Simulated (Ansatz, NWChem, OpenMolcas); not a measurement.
# GeH3Cl (chlorogermane): the vertical ionisation energy, rung by rung

The species is GeH3Cl (5 atoms), meant as a singlet with charge 0. As SMILES, `[Cl][GeH3]`. The shape is that of a PBE0-D4/def2-TZVP optimisation.

Each level gives the vertical ionisation energy (to the doublet cation) (eV). The values are calculated.

| level | kind | program | value (eV) | less CCSD(T)/def2-TZVP | CPU time (all runs) |
| --- | --- | --- | --- | --- | --- |
| HF/def2-TZVP | Hartree–Fock | Ansatz | 10.51 | -0.83 | 40 s |
| SVWN5/def2-TZVP | LDA | OpenMolcas | 11.00 | -0.34 | 94 s |
| revPBE/def2-TZVP | GGA | Ansatz | 10.85 | -0.49 | 54 s |
| TPSS/def2-TZVP | meta-GGA | OpenMolcas | 10.98 | -0.36 | 3.1 min |
| r2SCAN/def2-TZVP | meta-GGA | OpenMolcas | 11.09 | -0.25 | 2.6 min |
| PBE0/def2-TZVP | global hybrid | OpenMolcas | 11.19 | -0.15 | 2.3 min |
| HSE06/def2-TZVP | range-separated hybrid | Ansatz | 11.17 | -0.17 | 2 min |
| B2PLYP/def2-TZVP | double hybrid | NWChem | 11.29 | -0.05 | 2 min |
| CCSD(T)/def2-TZVP | coupled cluster or CI | Ansatz | 11.34 | 0.00 | 3.9 min |

CCSD(T)/def2-TZVP is the highest level here, not the true value. All-electron rows without a relativistic Hamiltonian named are non-relativistic. The values span 10.51 to 11.34 eV. In the correlated wave-function rows the outer d shell of Ge is correlated, in sets not made for it. Times are those of the runs behind each value, whatever else they computed, on shared processors of several kinds: orders of magnitude only.

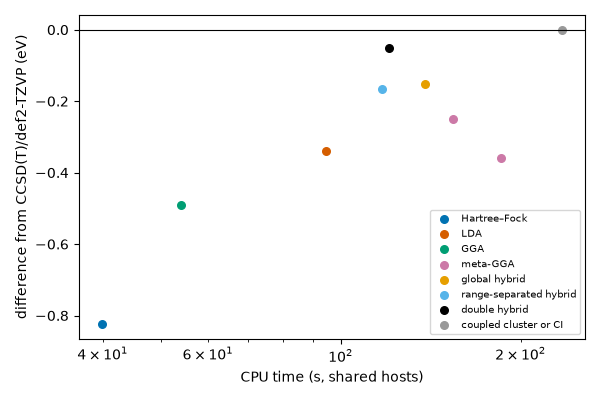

Difference from CCSD(T)/def2-TZVP against processor time, one point a level.
